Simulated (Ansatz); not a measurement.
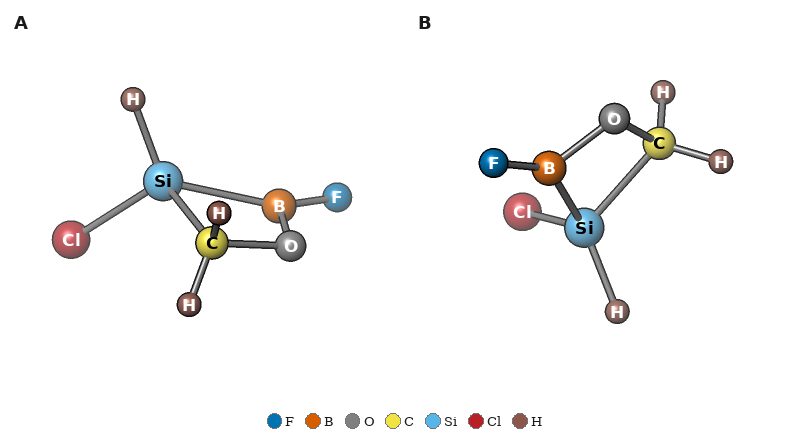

Atoms fade into the background with distance from the viewer. The geometry was computed by an optimisation with PBE-D4/def2-SVP. No frequency run is at hand to confirm it as a minimum.

**Are A and B the same structure? If not, how do they differ?**

Yes. They are the same structure, CH3BClFOSi (FB1OC[Si@@H]1Cl), seen from two directions: a rotation takes one into the other. The geometry is chiral (C1), so its mirror image would differ.
